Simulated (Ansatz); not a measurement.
Band structure of Na3Cd (Fm-3m, 4 atoms in the cell).

```
CELL_PARAMETERS angstrom
      0.00000     3.87624     3.87624
      3.87624     0.00000     3.87624
      3.87624     3.87624     0.00000
ATOMIC_POSITIONS crystal
  Na 0.25000 0.25000 0.25000
  Na 0.75000 0.75000 0.75000
  Na 0.50000 0.50000 0.50000
  Cd 0.00000 0.00000 0.00000
```

Computed with LDA (PW92), PAW files made with PBE (plane waves; Ansatz, a program for electronic structure).

Settings: basis.ecutwfc = 420 eV; kpoints.mp_grid.grid = 10 10 10; hamiltonian.xc = lda; hamiltonian.pseudopotentials = {kind: paw} (the program's default PAW files); scf.occupations.method = fermi_dirac; scf.occupations.width = 0.1 eV; kpoints.band_path.npoints = 8.

The starting cell comes from a database of computed structures (which also holds hypothetical and non-ambient phases and stackings), without a prior relaxation at this level.

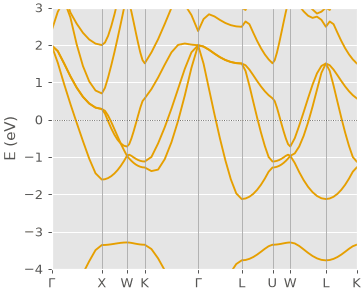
Figure. Bands along the path, energies from the Fermi level.

Levels in eV from the Fermi level, bands 21 to 28:
```tsv
point	21	22	23	24	25	26	27	28
Γ	-8.52	-4.99	1.99	1.99	1.99	2.37	3.63	3.63
X	-8.51	-3.36	-1.61	0.28	0.28	0.70	2.00	6.84
W	-8.52	-3.29	-0.97	-0.97	-0.72	3.26	3.59	4.34
K	-8.51	-3.35	-1.28	-1.12	0.57	1.51	3.74	5.32
L	-8.52	-3.77	-2.13	1.50	1.50	2.49	3.00	3.00
U	-8.51	-3.35	-1.28	-1.12	0.57	1.51	3.74	5.32
```

Bands cross the Fermi level along this path, so the cell is metallic at this level.

Keys are those of Ansatz 0.2.
